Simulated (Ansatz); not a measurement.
# CHF2NSi: what the fields show

```xyz
6

N     0.3674   -2.3292    0.7310
C     0.1963   -1.2337    0.3799
Si   -0.0760    0.5276   -0.1202
F    -1.4298    0.5734   -1.0228
F     1.1834    0.9681   -1.0525
H    -0.1992    1.4298    1.0385
```

All numbers below come from Ansatz 0.2.0, RKS B3LYP-D4/cc-pVDZ.

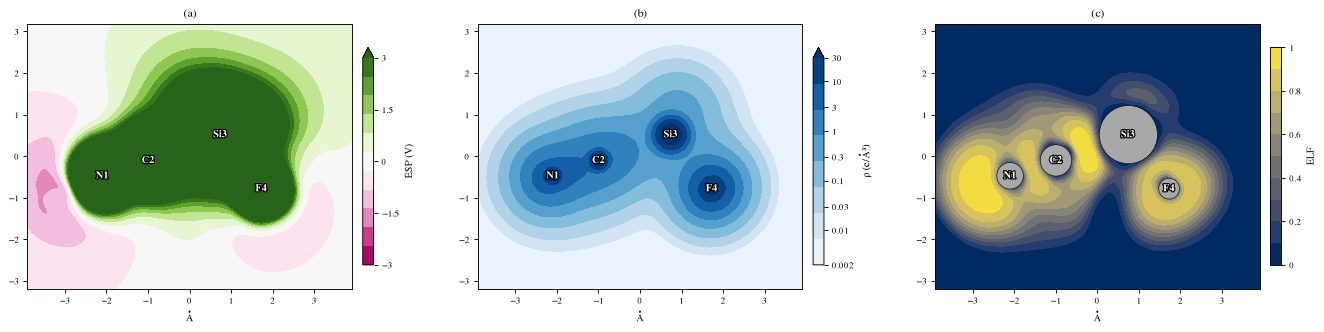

Figure 1. (a) molecular electrostatic potential; (b) electron density; (c) electron localisation function on the plane of atoms C2, Si3 and F4. Grey discs cover the atomic cores in the ELF map.

Q: What does the map show?

A:
- Atoms in the plane: N, C, Si and F.
- C–N (1.16 Å): the density is about 3.5 e/Å³ at the midpoint; the ELF peaks at about 0.90 between the atoms: a multiple bond.
- Si–F (1.63 Å): ρ is about 0.96 e/Å³ halfway; the ELF peaks at about 0.85 in the valence shell of F, 0.6 Å from its nucleus, and is about 0.50 at the midpoint.
- C–Si (1.85 Å): the density is about 0.91 e/Å³ at the midpoint; the ELF peaks at about 1 between the atoms: a shared electron pair.
- The ELF also peaks beside F4 and N1, away from the bonds: lone-pair regions.
- Outside the dense part of the molecule the potential is most negative (−1.5 V) near N1.

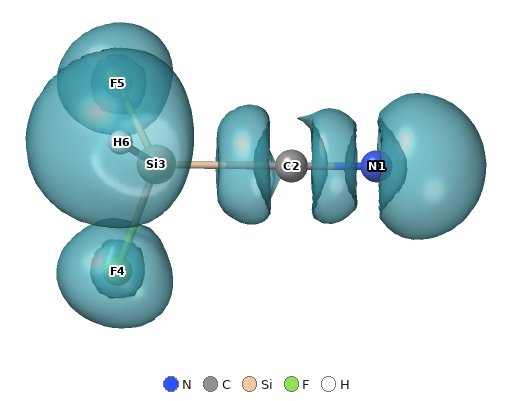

Figure 2. Isosurface of the electron localisation function at 0.75 (cyan), seen at a tilt. Only the valence region is drawn (cores and ρ < 0.01 e/Å³ removed).

Q: Describe the localisation domains.

A: At this value the surface marks out one region between bonded C–N atoms (shared pairs), one region between bonded C–Si atoms (shared pairs), one region around a hydrogen nucleus, one lobe on N, pointing away from the bonds (lone pairs) and two regions wrapped around F (its lone pairs, merged into a ring or cap).

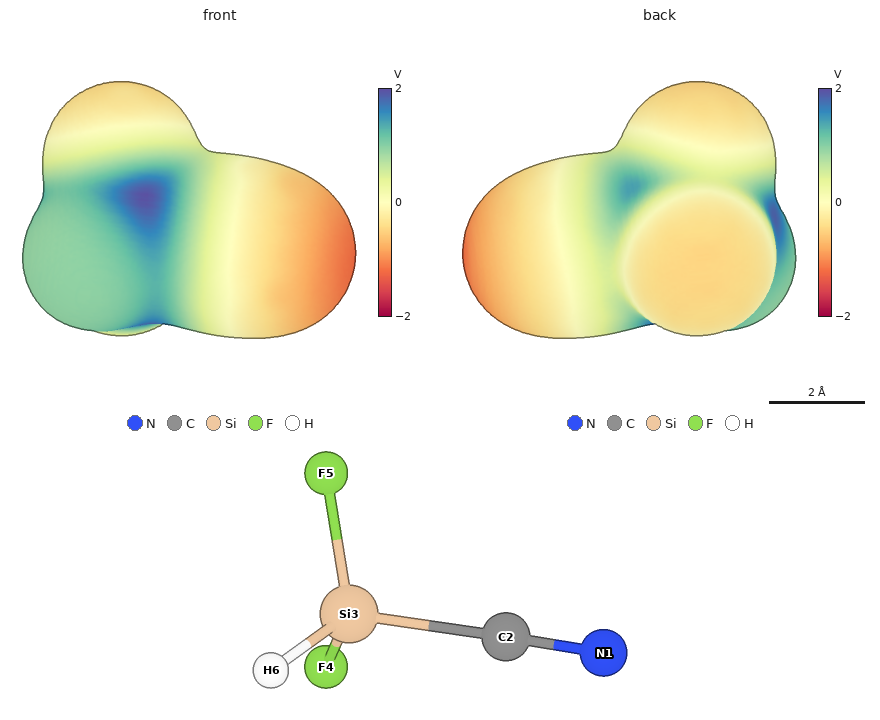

Figure 3. The electrostatic potential painted on the density surface at 0.001 e/bohr³, seen from the front and from behind; the colour scale runs from red (negative) to blue (positive). The bare structure is drawn below in the same view.

Q: Describe the electrostatic potential map.

A: The most negative region (about −1.2 V) lies over N1, the most positive (about +1.9 V) over Si3. N1 is the likeliest acceptor of a hydrogen bond.
